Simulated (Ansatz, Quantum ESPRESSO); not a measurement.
**Equation of state of hcp Zr**

How stiff is hcp Zr under hydrostatic load? Each row relaxes cell and atoms at a set pressure. The phase is followed to these pressures whether or not it stays the stable one.

Calculated with Quantum ESPRESSO 7.5, PBEsol, GBRV 1.5 ultrasoft potentials, cutoff 680 eV, Fermi–Dirac smearing 0.05 eV, k-mesh 16×16×9, no spin polarisation, no spin-orbit coupling.

Reference cell, relaxed at zero pressure with PBEsol (P6_3/mmc): a = 3.1850 Å, b = 3.1850 Å, c = 5.1144 Å, α = 90.00°, β = 90.00°, γ = 120.00°.

```
atom       x       y       z
  Zr  0.3333  0.6667  0.7500
  Zr  0.6667  0.3333  0.2500
```

| V (Å³/atom) | V/V0 | P (GPa) | E − E0 (meV/atom) |
| --- | --- | --- | --- |
| 23.4613 | 1.0444 | −4.006 | 12.8 |
| 21.4274 | 0.9538 | 5.001 | 15.7 |
| 20.5414 | 0.9144 | 10.002 | 56.9 |
| 19.7784 | 0.8804 | 15.003 | 116.2 |
| 17.9609 | 0.7995 | 30.026 | 366.2 |

V0 = 22.4647 Å³ an atom, where the residual pressure P0 is −0.006 GPa. **Question.** Fit the Birch–Murnaghan law and give the pressure and the energy at V = 19.0920 Å³ an atom, a row left out above.

With the Eulerian strain f = ½[(V0/V)^(2/3) − 1] and F = (P − P0)/[3f(1 + 2f)^(5/2)], the third-order law is the line F = B0 + (3/2) B0 (B′ − 4) f.

| f | F (GPa) |
| --- | --- |
| 0.08043 | 85.72 |
| 0.04431 | 91.32 |
| 0.03074 | 93.48 |
| 0.01601 | 96.35 |
| −0.01426 | 100.50 |

A straight line through the 5 rows: the means are 0.03145 for f and 93.474 for F, Σ(Δx)² = 0.004893 and ΣΔxΔy = −0.7731, so the slope is −0.7731/0.004893 = −158 and the intercept 93.474 − (−158)(0.03145) = 98.443.

Hence B0 = 98.4 GPa and B′ = 4 + (−158.0)/(1.5 × 98.4) = 2.93. For the withheld volume f = 0.05727, F = 89.39 GPa and P = 20.14 GPa. The run itself gives 20.02 GPa, so the estimate misses by 0.12 GPa, more than the largest misfit of the fitted rows (0.02 GPa).

Integrating the same law gives E − E0 = (9/2) B0 V0 f²[1 + (B′ − 4) f] + P0(V0 − V), with 1 GPa Å³ = 6.2415 meV: 191.1 meV an atom. The run itself gives 191.1 meV, so the estimate misses by 0.0 meV; the fitted rows themselves lie up to 0.8 meV off the law.

The same fit over all rows at other levels or in other programs gives B0 = 99 GPa with PBEsol (Ansatz).

Measured bulk modulus: 101.577 GPa (arxiv:2301.10475), against 98 GPa here (−3 %).

The calculation is for a static lattice, while measurements hold thermal and zero-point motion.

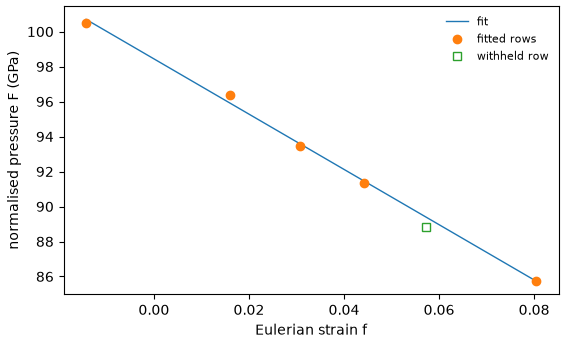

The fitted law, the rows behind it and the withheld row.

[Logs are printed without paths, hosts, clocks, repeated set-up lines and the standing remarks that a program may print on its own settings, such as how far it seeks lower states.]
